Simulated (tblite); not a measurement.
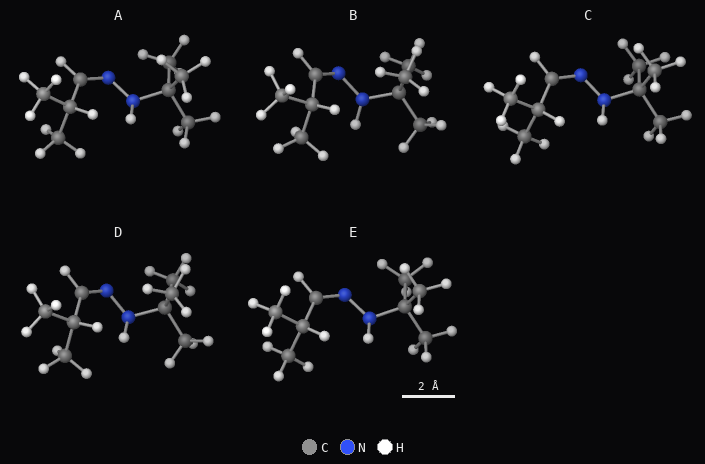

5 geometries from one relaxation of C8H18N2, in shuffled order. Style: ball-and-stick. Shown from a free direction.

These are results of GFN2-xTB geometry optimisation, gas phase in tblite 0.8.0, not measurements. 

> Order the frames from highest to lowest energy.

B, D, A, E, C. They are steps 0, 25, 42, 79, 188, at +2.205 eV, +0.741 eV, +0.315 eV, +0.061 eV relative to the last. Over 188 geometry steps the energy falls by 2.205 eV. The atom that moves furthest after the best rigid fit is an H atom (1.52 Å). Largest moves by element: H 1.52 Å, C 0.62 Å, N 0.59 Å. Among the contacts that change: N–N 1.395 → 1.337 Å, C–H 1.137 → 1.088 Å, C–C 1.494 → 1.536 Å, H–N 1.054 → 1.020 Å. Among the angles between lasting bonds that change: C–C–H 115.5° → 109.1°, H–C–H 114.7° → 108.6°, C–C–C 105.2° → 110.8°. Groups turn about C–C by about 55°, C–C by about 55°, C–C by about 50°.
